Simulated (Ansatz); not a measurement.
# C2H5NOSi: what the fields show

Input

```
crystal:
  periodic: [false, false, false]
  atoms:
    - { symbol: C, position_ang: [-1.4737, -0.4094, -0.0756] }
    - { symbol: Si, position_ang: [0.1005, -0.0213, 0.6485] }
    - { symbol: "N", position_ang: [1.3066, -0.7091, -0.3221] }
    - { symbol: C, position_ang: [1.8655, 0.4731, -0.5728] }
    - { symbol: O, position_ang: [0.9357, 1.2711, 0.0713] }
    - { symbol: H, position_ang: [-1.5275, -0.1772, -1.17] }
    - { symbol: H, position_ang: [-1.8003, -1.4008, 0.0804] }
    - { symbol: H, position_ang: [-2.2634, 0.2892, 0.3362] }
    - { symbol: H, position_ang: [0.3181, -0.2507, 2.134] }
    - { symbol: H, position_ang: [2.6217, 0.8839, -1.127] }
basis:
  gaussian: { orbitals: def2-SVP }
hamiltonian:
  xc: pbe
  dispersion: d4
relax:
  f_tol: 0.02
  max_steps: 50
output:
  orbitals: {}
```

Launched as:

```sh
ansatz run input.yaml --threads 2 --pin off --max-ram 3072MiB --backend cpu --events-out ev --progress --plain --runs-dir out
```

The fields are those of the run's last geometry, not of the input's.

Theory: Ansatz 0.2.0, RKS PBE-D4/def2-SVP.

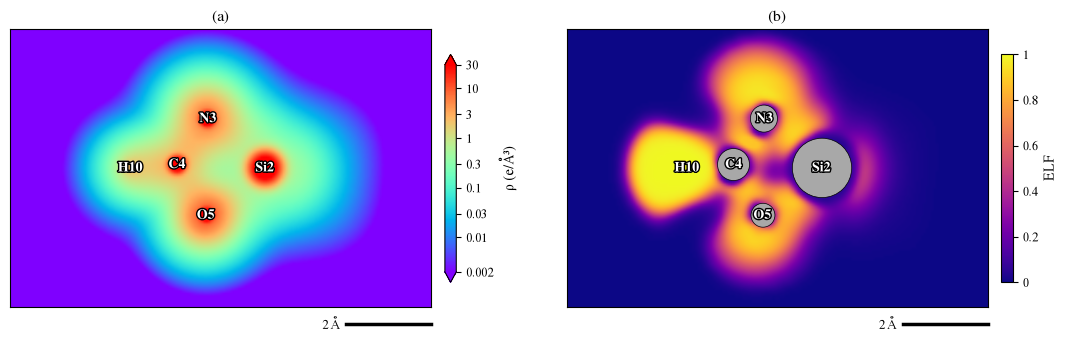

Figure 1. (a) total electron density; (b) ELF on the plane of atoms Si2, O5 and C4. Grey discs cover the atomic cores in the ELF map.

What do the fields say about this system?

Answer.
- Atoms in the plane: Si, N, C, O and H.
- C–N (1.30 Å): ρ is about 2.7 e/Å³ halfway; the ELF peaks at about 0.90 between the atoms: a covalent bond.
- C–O (1.38 Å): ρ is about 2.2 e/Å³ halfway, with its minimum of 1.9 e/Å³ about 0.5 Å from C; the ELF peaks at about 0.85 between the atoms; a shared but strongly polarised pair.
- Si–O (1.78 Å): ρ at the midpoint is about 0.87 e/Å³; the ELF peaks at about 0.85 between the atoms: a shared but strongly polarised pair.
- Si–N (1.79 Å): ρ is about 1 e/Å³ halfway; the ELF peaks at about 0.90 between the atoms; a shared but strongly polarised pair.
- C–H (1.11 Å): ρ is about 1.9 e/Å³ halfway; the ELF climbs to about 1 towards the hydrogen, as it does in any bond to H (an ordinary covalent bond to hydrogen).
- The ELF also peaks beside O5 and N3, away from the bonds: lone-pair regions.

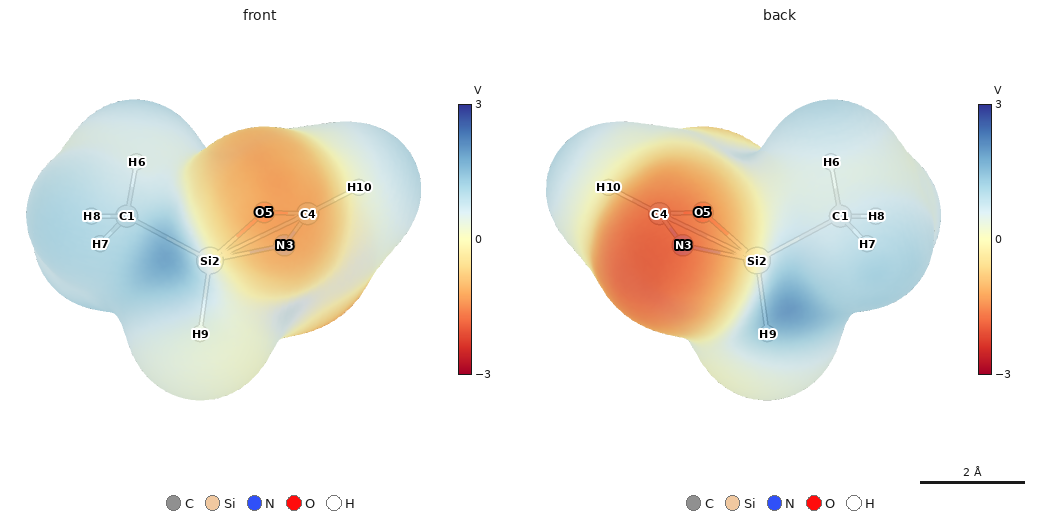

Figure 2. The molecular electrostatic potential painted on the density surface at 0.002 e/bohr³, seen from the front and from behind; the colour scale runs from red (negative) to blue (positive).

Describe the electrostatic potential map.

Answer. The most negative region (about −2.0 V) lies over N3, the most positive (about +1.9 V) over Si2. N3 is the likeliest acceptor of a hydrogen bond.

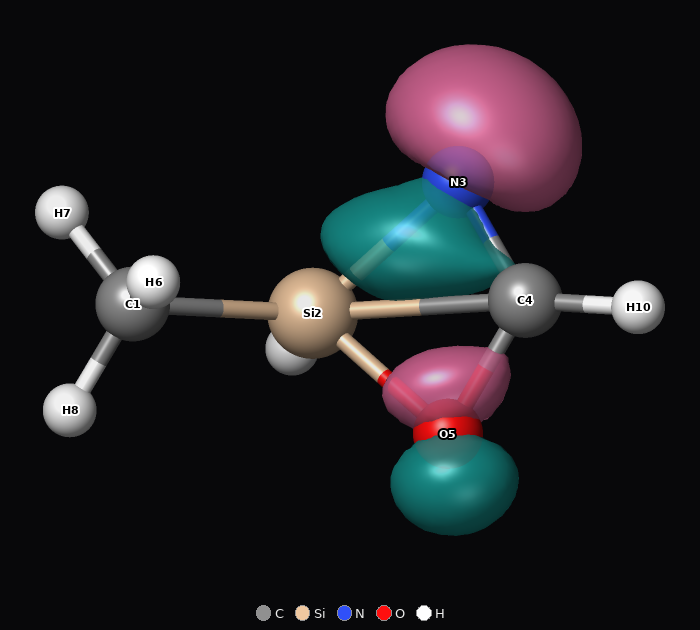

Figure 3. The HOMO at ±0.2 Å⁻³ᐟ² (teal and pink are the two phases), seen from one side.

What is the character of this orbital?

Answer. Its weight (Hirshfeld) is mainly on N3 (about 60 %), O5 (about 20 %), Si2 (about 10 %) and C4 (about 5 %). Its energy is −6.01 eV.
